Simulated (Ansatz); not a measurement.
# CH4OSSi: rotation by 180° about the Si2–S4 bond, part 2 of 2

Wanted: the energy profile along the rotation by 180° about the Si2–S4 bond, from relaxed end points and a band of images. SMILES of the start: C[Si](=O)S.

Ansatz 0.2.0; RKS PBE0-D4/def2-SVP. The steps go on from the part before.

### Step 7. Vibrations at the top

The geometry is the highest inner image of the first converged band.

input.yaml

```yaml
crystal:
  periodic: [false, false, false]
  atoms:
    - { symbol: C, position_ang: [-0.111872, 1.099518, -0.339635] }
    - { symbol: Si, position_ang: [0.422392, -0.37389, 0.654394] }
    - { symbol: O, position_ang: [1.672759, -0.446213, 1.535518] }
    - { symbol: S, position_ang: [-0.971404, -1.994112, 0.44067] }
    - { symbol: H, position_ang: [-0.16834, 0.829532, -1.406398] }
    - { symbol: H, position_ang: [0.590376, 1.93366, -0.205328] }
    - { symbol: H, position_ang: [-1.1244, 1.406062, -0.032979] }
    - { symbol: H, position_ang: [-0.30949, -2.454556, -0.646243] }
basis:
  gaussian: { orbitals: def2-SVP }
hamiltonian:
  xc: pbe0
  dispersion: d4
phonons: {}
```

Launch:

```
$ ansatz run input.yaml --threads 1 --pin off --max-ram 2048MiB --backend cpu --events-out ev --progress --plain --runs-dir out
```

Output, cut to the lines that bear on the results:

```text
Warning: RAYON_NUM_THREADS=1 ignored (pool sized by the plan → 1); use --threads N
[...]
Functional definition: PBE0
[...]
865 factors; integrals over basis functions are off by at most 3.6e-4 eV
[...]
mean field -21844.18398176 eV, -802.7589548100 hartree, gradient 1.2e-5 eV, S^2 0.000000; 0 other end points of the search recorded, 0 dependent functions left out
[...]
reference -21844.18400461 eV, -802.7589556497 hartree; 24, 24 occupied and 60, 60 virtual orbitals, 865 factors
[...]
865 factors; integrals over basis functions are off by at most 3.7e-4 eV
mean field -21844.18383934 eV, -802.7589495760 hartree, gradient 1.1e-6 eV, S^2 0.000000; 0 other end points of the search recorded, 0 dependent functions left out
[...]
reference -21844.18386219 eV, -802.7589504157 hartree; 24, 24 occupied and 60, 60 virtual orbitals, 865 factors
[...]
865 factors; integrals over basis functions are off by at most 3.6e-4 eV
[...]
WARN: phonons: modes at or below zero, which the zero-point energy, F, S and C_V leave out: 1, the lowest at -305.38 cm⁻¹. A minimum has none, and a first-order saddle one
[...]
Total energy: -21844.34081699 eV, -802.7647183984 hartree
Atom 0 at    -0.111872     1.099518    -0.339635 Å, force     0.007825    -0.014371    -0.004342 eV/Å
Atom 1 at     0.422392    -0.373890     0.654394 Å, force    -0.002882     0.000608     0.001691 eV/Å
Atom 2 at     1.672759    -0.446213     1.535518 Å, force    -0.004468     0.002632    -0.002995 eV/Å
Atom 3 at    -0.971404    -1.994112     0.440670 Å, force     0.002786     0.003090    -0.001681 eV/Å
Atom 4 at    -0.168340     0.829532    -1.406398 Å, force    -0.002637     0.003876     0.002225 eV/Å
Atom 5 at     0.590376     1.933660    -0.205328 Å, force    -0.001216     0.001848     0.000601 eV/Å
Atom 6 at    -1.124400     1.406062    -0.032979 Å, force     0.000004     0.003486     0.003691 eV/Å
Atom 7 at    -0.309490    -2.454556    -0.646243 Å, force     0.000587    -0.001170     0.000810 eV/Å
Dipole moment:    -0.475361     0.236868    -0.676728 e Å
Vibrations: -305.38 102.43 197.80 249.58 275.47 480.17 647.16 713.66 754.15 810.21 1235.00 1258.82 1407.65 1415.78 2700.24 3061.00 3161.08 3196.53 cm⁻¹, zero-point energy 1.343166 eV
```

Wall time 96 s (1 thread of Arm Neoverse V1, shared host); peak memory 0.16 GiB.

Of 18 modes, 1 is imaginary by more than 30 cm⁻¹ (305i cm⁻¹).

### Step 8. Another band, settings changed

crystal.atoms is end A as relaxed above, and neb.final_atoms is end B, turned to lie on A. With 5 inner images the band has 7 in all.

input.yaml

```yaml
crystal:
  periodic: [false, false, false]
  atoms:
    - { symbol: C, position_ang: [-0.19576, 1.243676, -0.175362] }
    - { symbol: Si, position_ang: [0.500721, -0.453013, 0.101051] }
    - { symbol: O, position_ang: [1.973584, -0.845944, 0.256091] }
    - { symbol: S, position_ang: [-1.08279, -1.850516, 0.169287] }
    - { symbol: H, position_ang: [0.154563, 1.621588, -1.148952] }
    - { symbol: H, position_ang: [0.189639, 1.924965, 0.598736] }
    - { symbol: H, position_ang: [-1.294633, 1.254665, -0.159334] }
    - { symbol: H, position_ang: [-0.245304, -2.895421, 0.358483] }
basis:
  gaussian: { orbitals: def2-SVP }
hamiltonian:
  xc: pbe0
  dispersion: d4
neb:
  order_check: false
  images: 5
  f_tol: 0.05
  max_iterations: 60
  initial_path: idpp
  optimiser: fire
  climbing: true
  final_atoms:
    - { symbol: C, position_ang: [-0.19477785, 1.00460628, -0.14654393] }
    - { symbol: Si, position_ang: [0.81254457, -0.48259189, 0.33277725] }
    - { symbol: O, position_ang: [2.2513384, -0.4914771, 0.85505471] }
    - { symbol: S, position_ang: [-0.27321345, -2.28063392, 0.07352168] }
    - { symbol: H, position_ang: [-0.48636926, 0.94840684, -1.20724612] }
    - { symbol: H, position_ang: [0.39955805, 1.91493981, 0.01592965] }
    - { symbol: H, position_ang: [-1.11517989, 1.06111118, 0.45579436] }
    - { symbol: H, position_ang: [-1.39388057, -1.67436119, -0.3792876] }
```

Launch:

```
$ ansatz run input.yaml --threads 1 --pin off --max-ram 2048MiB --backend cpu --events-out ev --progress --plain --runs-dir out
```

Output:

```text
Warning: RAYON_NUM_THREADS=1 ignored (pool sized by the plan → 1); use --threads N
Engine: ansatz 0.2.0, aarch64-unknown-linux-gnu
Functional definition: PBE0
  parameter a = 0.25
  parameter kappa = 0.804
  parameter beta = 0.06672455060314922
  exchange = (1 - a)*pbe_x(kappa = kappa, mu = beta*pi^2/3) + a*exact_x
  correlation = pbe_c(beta = beta)
866 factors; integrals over basis functions are off by at most 4.0e-4 eV
mean field evaluation 1: about -21834.9374 eV, gradient 6.8e1 eV
mean field evaluation 2: about -21779.4586 eV, gradient 1.6e2 eV
mean field evaluation 4: about -21844.3022 eV, gradient 1.0e1 eV
mean field evaluation 8: about -21844.5276 eV, gradient 2.5e-1 eV
mean field evaluation 16: about -21844.5278 eV, gradient 1.0e-5 eV
mean field -21844.52779132 eV, -802.7715895781 hartree, gradient 1.0e-5 eV, S^2 0.000000; 0 other end points of the search recorded, 0 dependent functions left out
[... 4 lines left out ...]
mean field -21844.44102405 eV, -802.7684009400 hartree, gradient 1.5e-5 eV, S^2 0.000000; 0 other end points of the search recorded, 0 dependent functions left out
[... 2 lines left out ...]
NEB end point (image 0): max|allowed force component| = 1.055e-2 eV/Å (the criterion of neb.relax_end_points is 1.000e-2)
NEB end point (image 6): max|allowed force component| = 8.791e-3 eV/Å (the criterion of neb.relax_end_points is 1.000e-2)
[... 1 line left out ...]
mean field -21844.42676032 eV, -802.7678767575 hartree, gradient 1.1e-5 eV, S^2 0.000000; 0 other end points of the search recorded, 0 dependent functions left out
[... 4 lines left out ...]
mean field -21844.23757627 eV, -802.7609243719 hartree, gradient 1.1e-5 eV, S^2 0.000000; 0 other end points of the search recorded, 0 dependent functions left out
[... 3 lines left out ...]
mean field -21844.14083629 eV, -802.7573692430 hartree, gradient 1.3e-5 eV, S^2 0.000000; 0 other end points of the search recorded, 0 dependent functions left out
[... 4 lines left out ...]
mean field -21844.20572845 eV, -802.7597539860 hartree, gradient 1.6e-5 eV, S^2 0.000000; 0 other end points of the search recorded, 0 dependent functions left out
[... 3 lines left out ...]
mean field -21844.35973577 eV, -802.7654136507 hartree, gradient 1.8e-5 eV, S^2 0.000000; 0 other end points of the search recorded, 0 dependent functions left out
[... from here on, the SCF cycles and remarks between the steps are left out, and one step in 2 is shown ...]
NEB iter   1: max|band force component| = 5.294e-1 eV/Å  barrier→ = 0.3878 eV  barrier← = 0.3027 eV  Δτ_max = 0.0104 Å  (188 SCF iters)
NEB iter   2: max|band force component| = 3.611e-1 eV/Å  barrier→ = 0.3793 eV  barrier← = 0.2942 eV  CI = image 3  Δτ_max = 0.0069 Å  (142 SCF iters)
NEB iter   4: max|band force component| = 2.242e-1 eV/Å  barrier→ = 0.3732 eV  barrier← = 0.2882 eV  CI = image 3  Δτ_max = 0.0041 Å  (130 SCF iters)
NEB iter   6: max|band force component| = 1.415e-1 eV/Å  barrier→ = 0.3701 eV  barrier← = 0.2851 eV  CI = image 3  Δτ_max = 0.0054 Å  (123 SCF iters)
NEB iter   8: max|band force component| = 1.283e-1 eV/Å  barrier→ = 0.3657 eV  barrier← = 0.2807 eV  CI = image 3  Δτ_max = 0.0098 Å  (127 SCF iters)
NEB iter  10: max|band force component| = 1.318e-1 eV/Å  barrier→ = 0.3630 eV  barrier← = 0.2779 eV  CI = image 3  Δτ_max = 0.0121 Å  (130 SCF iters)
NEB iter  12: max|band force component| = 1.438e-1 eV/Å  barrier→ = 0.3620 eV  barrier← = 0.2769 eV  CI = image 3  Δτ_max = 0.0196 Å  (128 SCF iters)
NEB iter  14: max|band force component| = 3.270e-1 eV/Å  barrier→ = 0.3615 eV  barrier← = 0.2765 eV  CI = image 3  Δτ_max = 0.0019 Å  (130 SCF iters)
NEB iter  16: max|band force component| = 1.321e-1 eV/Å  barrier→ = 0.3606 eV  barrier← = 0.2756 eV  CI = image 3  Δτ_max = 0.0002 Å  (124 SCF iters)
NEB iter  18: max|band force component| = 9.993e-2 eV/Å  barrier→ = 0.3605 eV  barrier← = 0.2754 eV  CI = image 3  Δτ_max = 0.0006 Å  (100 SCF iters)
NEB iter  20: max|band force component| = 9.925e-2 eV/Å  barrier→ = 0.3603 eV  barrier← = 0.2753 eV  CI = image 3  Δτ_max = 0.0007 Å  (101 SCF iters)
NEB iter  22: max|band force component| = 1.162e-1 eV/Å  barrier→ = 0.3602 eV  barrier← = 0.2751 eV  CI = image 3  Δτ_max = 0.0011 Å  (100 SCF iters)
NEB iter  24: max|band force component| = 9.605e-2 eV/Å  barrier→ = 0.3599 eV  barrier← = 0.2749 eV  CI = image 3  Δτ_max = 0.0017 Å  (103 SCF iters)
NEB iter  26: max|band force component| = 9.301e-2 eV/Å  barrier→ = 0.3596 eV  barrier← = 0.2746 eV  CI = image 3  Δτ_max = 0.0027 Å  (105 SCF iters)
NEB iter  28: max|band force component| = 8.918e-2 eV/Å  barrier→ = 0.3593 eV  barrier← = 0.2743 eV  CI = image 3  Δτ_max = 0.0041 Å  (111 SCF iters)
NEB iter  30: max|band force component| = 8.445e-2 eV/Å  barrier→ = 0.3592 eV  barrier← = 0.2741 eV  CI = image 3  Δτ_max = 0.0060 Å  (110 SCF iters)
NEB iter  32: max|band force component| = 7.867e-2 eV/Å  barrier→ = 0.3591 eV  barrier← = 0.2740 eV  CI = image 3  Δτ_max = 0.0087 Å  (116 SCF iters)
NEB iter  34: max|band force component| = 7.344e-2 eV/Å  barrier→ = 0.3589 eV  barrier← = 0.2739 eV  CI = image 3  Δτ_max = 0.0125 Å  (120 SCF iters)
NEB iter  36: max|band force component| = 7.600e-2 eV/Å  barrier→ = 0.3586 eV  barrier← = 0.2736 eV  CI = image 3  Δτ_max = 0.0172 Å  (124 SCF iters)
NEB iter  38: max|band force component| = 1.788e-1 eV/Å  barrier→ = 0.3587 eV  barrier← = 0.2736 eV  CI = image 3  Δτ_max = 0.0011 Å  (122 SCF iters)
NEB iter  40: max|band force component| = 1.052e-1 eV/Å  barrier→ = 0.3585 eV  barrier← = 0.2735 eV  CI = image 3  Δτ_max = 0.0002 Å  (121 SCF iters)
NEB iter  42: max|band force component| = 6.242e-2 eV/Å  barrier→ = 0.3584 eV  barrier← = 0.2734 eV  CI = image 3  Δτ_max = 0.0004 Å  (100 SCF iters)
NEB iter  44: max|band force component| = 6.262e-2 eV/Å  barrier→ = 0.3584 eV  barrier← = 0.2734 eV  CI = image 3  Δτ_max = 0.0001 Å  (100 SCF iters)
NEB iter  46: max|band force component| = 6.245e-2 eV/Å  barrier→ = 0.3584 eV  barrier← = 0.2734 eV  CI = image 3  Δτ_max = 0.0003 Å  (95 SCF iters)
NEB iter  48: max|band force component| = 6.212e-2 eV/Å  barrier→ = 0.3584 eV  barrier← = 0.2734 eV  CI = image 3  Δτ_max = 0.0005 Å  (96 SCF iters)
NEB iter  50: max|band force component| = 6.174e-2 eV/Å  barrier→ = 0.3584 eV  barrier← = 0.2734 eV  CI = image 3  Δτ_max = 0.0007 Å  (94 SCF iters)
NEB iter  52: max|band force component| = 6.135e-2 eV/Å  barrier→ = 0.3584 eV  barrier← = 0.2734 eV  CI = image 3  Δτ_max = 0.0012 Å  (98 SCF iters)
NEB iter  54: max|band force component| = 6.087e-2 eV/Å  barrier→ = 0.3584 eV  barrier← = 0.2734 eV  CI = image 3  Δτ_max = 0.0018 Å  (100 SCF iters)
NEB iter  56: max|band force component| = 6.008e-2 eV/Å  barrier→ = 0.3584 eV  barrier← = 0.2733 eV  CI = image 3  Δτ_max = 0.0028 Å  (101 SCF iters)
NEB iter  58: max|band force component| = 5.940e-2 eV/Å  barrier→ = 0.3583 eV  barrier← = 0.2733 eV  CI = image 3  Δτ_max = 0.0044 Å  (105 SCF iters)
NEB iter  60: max|band force component| = 5.893e-2 eV/Å  barrier→ = 0.3583 eV  barrier← = 0.2733 eV  CI = image 3  Δτ_max = 0.0066 Å  (107 SCF iters)
[...]
this run last wrote the band of iteration 60 to <dir>
Error: NEB band did not converge after 60 iterations: max|band force component| = 5.89e-2 eV/Å (threshold 5.0e-2); raise `neb.max_iterations` in a new run, which can start from the last band evaluated (`neb.initial_path`, with `crystal.atoms` and `neb.final_atoms` set to its first and last images), add images, or start from endpoints closer to local minima. Where this run's directory can be resumed (`checkpoint.write`), a resume goes on for up to `neb.max_iterations` more; to start a new run from the last band, take its images' positions from the `neb_iteration` event of iteration 60 (`data.images[].positions_ang`), in the event stream of the run that computed that iteration (not this run's, if it was resumed behind it). With `checkpoint.write`, `steps/00-neb/state/checkpoint.json` in the run directory holds the last saved band, under `neb.evaluated.images[].positions_ang` (a band under a hybrid functional on support functions is neither saved nor resumed: `neb.initial_path` says where its path is): check the last entry of `neb.iterations` there, which is earlier than 60 if that iteration was not saved or its write failed. If the band's step has no `state` directory and holds `state.next`, a write was cut short, and the file is under `state.next` instead (behind a loss of power it can be under `state.prev`)
this run wrote the band of iteration 60 to <dir> as well, whether or not its events were kept: a new run's `neb.initial_path` can list its `images[].positions_ang`
a run's events are kept only if it was started with --events-out <file>, and are in that file
```

Wall time 13 min (1 thread of Arm Neoverse V1, shared host); peak memory 0.16 GiB.

### Step 9. What the band shows

The run ended unconverged after 60 band iterations. The table shows its last band, which is no minimum-energy path. Images 0 and 6 are the ends. Energies count from image 0; the path length is the program's own measure over all atoms.

| image | path (Å) | energy (eV) | dihedral O3–Si2–S4–H8 (°) | band force (eV/Å) |
| --- | --- | --- | --- | --- |
| 0 | 0.000 | 0.0000 | 0 | - |
| 1 | 0.620 | 0.0375 | -17 | 0.059 |
| 2 | 1.236 | 0.2270 | -51 | 0.030 |
| 3* | 1.850 | 0.3583 | -90 | 0.014 |
| 4 | 2.362 | 0.2930 | -123 | 0.016 |
| 5 | 2.879 | 0.1515 | -154 | 0.016 |
| 6 | 3.398 | 0.0850 | -180 | - |

The star marks the climbing image.

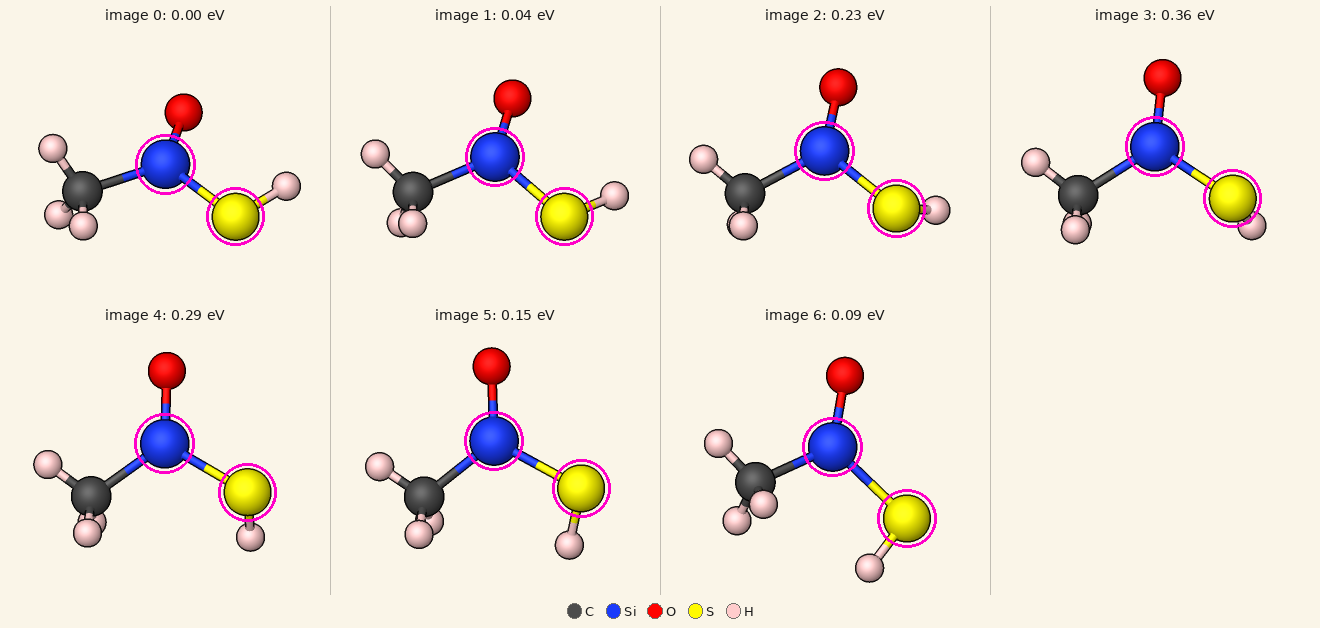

Snapshots along the band, viewed from a chosen angle. Ringed: Si2, S4. Sticks join atoms closer than a bonding distance in each image.

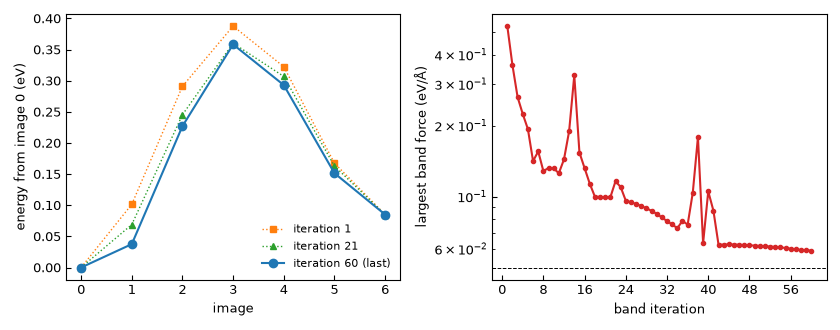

Left: energy of each image for early iterations and the last one (lines only join the points; early values far above the last band run off the scale). Right: the largest band force by iteration, with the threshold dashed.

### Step 10. Another band, settings changed

crystal.atoms is end A as relaxed above, and neb.final_atoms is end B, turned to lie on A. With 5 inner images the band has 7 in all.

Edit input.yaml of step 8 so:

```diff
@@ -22,4 +22,3 @@
   initial_path: idpp
-  optimiser: fire
-  climbing: true
+  spring: 50.0
   final_atoms:
```

Launch:

```
$ ansatz run input.yaml --threads 1 --pin off --max-ram 2048MiB --backend cpu --events-out ev --progress --plain --runs-dir out
```

Output, cut to the lines that bear on the results:

```text
Warning: RAYON_NUM_THREADS=1 ignored (pool sized by the plan → 1); use --threads N
[...]
Functional definition: PBE0
[...]
866 factors; integrals over basis functions are off by at most 4.0e-4 eV
[...]
mean field -21844.52779132 eV, -802.7715895781 hartree, gradient 1.0e-5 eV, S^2 0.000000; 0 other end points of the search recorded, 0 dependent functions left out
[...]
reference -21844.52781434 eV, -802.7715904241 hartree; 24, 24 occupied and 60, 60 virtual orbitals, 866 factors
866 factors; integrals over basis functions are off by at most 4.7e-4 eV
[...]
mean field -21844.44102405 eV, -802.7684009400 hartree, gradient 1.5e-5 eV, S^2 0.000000; 0 other end points of the search recorded, 0 dependent functions left out
[...]
reference -21844.44104643 eV, -802.7684017625 hartree; 24, 24 occupied and 60, 60 virtual orbitals, 866 factors
[...]
Total energy: -21844.34082457 eV, -802.7647186770 hartree
Atom 0 at    -0.111889     1.099524    -0.339602 Å, force     0.007935    -0.014120    -0.004391 eV/Å
Atom 1 at     0.422467    -0.373895     0.654355 Å, force    -0.002899     0.000402     0.001589 eV/Å
Atom 2 at     1.673019    -0.446298     1.535208 Å, force    -0.004393     0.002788    -0.002905 eV/Å
Atom 3 at    -0.971445    -1.994051     0.440898 Å, force     0.002693     0.003108    -0.001736 eV/Å
Atom 4 at    -0.167807     0.829679    -1.406434 Å, force    -0.002721     0.003793     0.002206 eV/Å
Atom 5 at     0.590081     1.933843    -0.204935 Å, force    -0.001173     0.001786     0.000654 eV/Å
Atom 6 at    -1.124631     1.405734    -0.033343 Å, force    -0.000040     0.003398     0.003746 eV/Å
Atom 7 at    -0.309775    -2.454537    -0.646146 Å, force     0.000599    -0.001155     0.000837 eV/Å
Dipole moment:    -0.475468     0.236895    -0.676649 e Å
this run last wrote the band of iteration 14 to <dir>; this run last wrote the band within `neb.f_tol` of iteration 12 to <dir>
```

Wall time 3.4 min (1 thread of Arm Neoverse V1, shared host); peak memory 0.16 GiB.

### Step 11. Images and barrier

The 5 inner images lie between the fixed ends 0 and 6. Energy is taken from image 0, and the path length is the program's own coordinate along the band.

| image | path (Å) | energy (eV) | dihedral O3–Si2–S4–H8 (°) | band force (eV/Å) |
| --- | --- | --- | --- | --- |
| 0 | 0.000 | 0.0000 | 0 | - |
| 1 | 0.883 | -0.0045 | 0 | 0.010 |
| 2 | 1.765 | 0.1367 | -37 | 0.018 |
| 3* | 2.648 | 0.3437 | -92 | 0.014 |
| 4 | 3.207 | 0.2600 | -128 | 0.042 |
| 5 | 3.766 | 0.1188 | -162 | 0.028 |
| 6 | 4.325 | 0.0850 | -180 | - |

The star marks the climbing image.

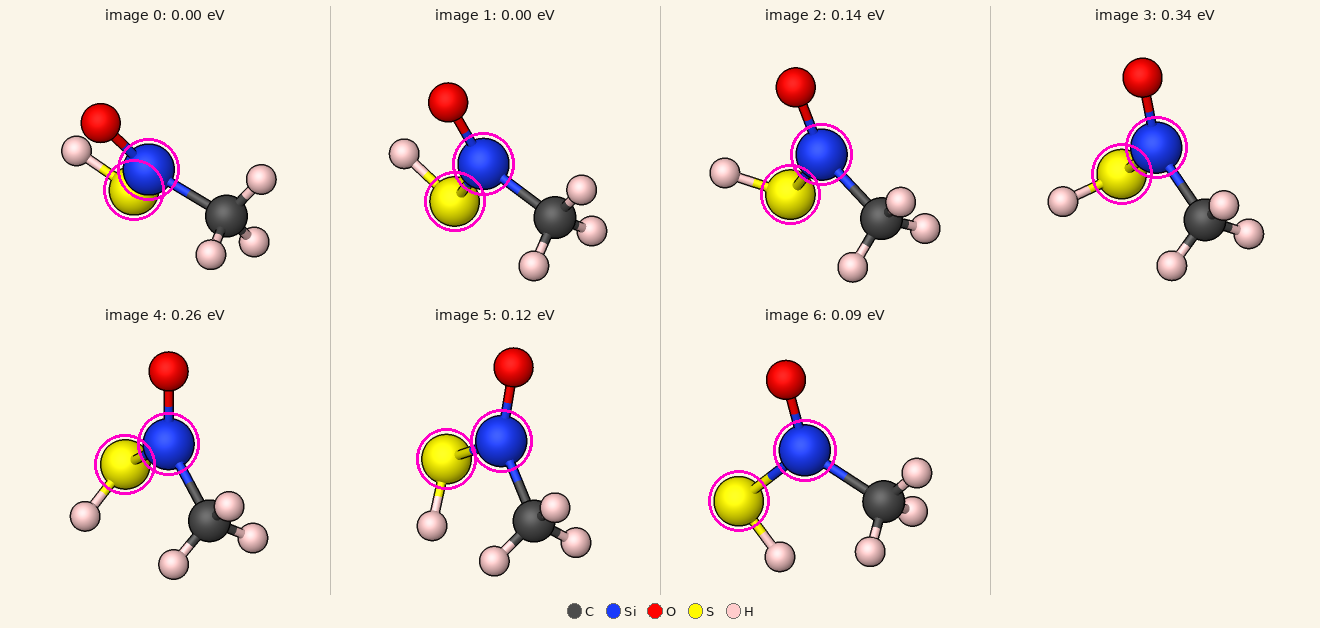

Snapshots along the band, viewed from a free direction. Ringed: Si2, S4. Sticks join atoms closer than a bonding distance in each image.

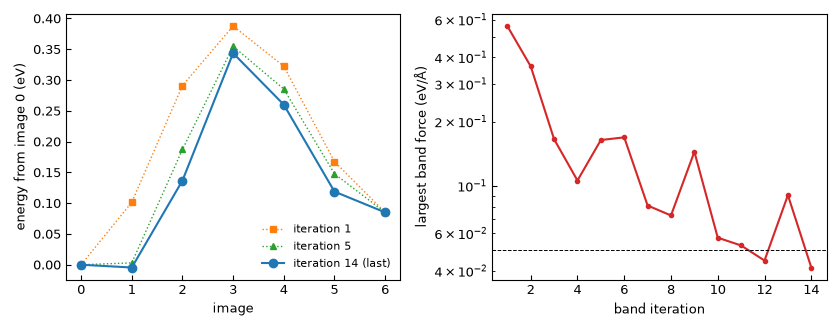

Left: energy of each image for early iterations and the last one (lines only join the points; early values far above the last band run off the scale). Right: the largest band force by iteration, with the threshold dashed.

### Step 12. Summary of results

What follows sums up all 2 parts.

| quantity | value |
| --- | --- |
| end A | 5 moves, 0.074 eV lower |
| end B | 16 moves, 0.106 eV lower |
| first band: barrier forwards | 0.34 eV |
| first band: barrier backwards | 0.26 eV |
| first band: second end relative to first | +0.085 eV |
| first band: highest image | 3 of 0 to 6, climbing |
| first band: band iterations | 14 |
| imaginary modes at the top | 305i cm⁻¹ |
| second band | not converged, 60 iterations, 5 inner images |
| time, first and second band | 3.4 min and 13 min |
| third band | top 0.344 eV above image 0, 14 iterations, 5 inner images |
| time, first and third band | 3.4 min and 3.4 min |

In the first band: along this path the system climbs 0.34 eV from the first end (13 kT at 300 K), which at an assumed attempt frequency of 10^13 s⁻¹ means a rate near 10^7 s⁻¹. Going back costs 0.26 eV, since the second end is 0.085 eV above the first. The listed dihedral goes from 0° at end A through -92° at the highest image to -180° at end B. One imaginary mode, as a first-order saddle point has. The third band's top agrees with the first's to 1 meV, so the changed settings hardly move the height. These are electronic energies, with no zero-point or thermal terms.
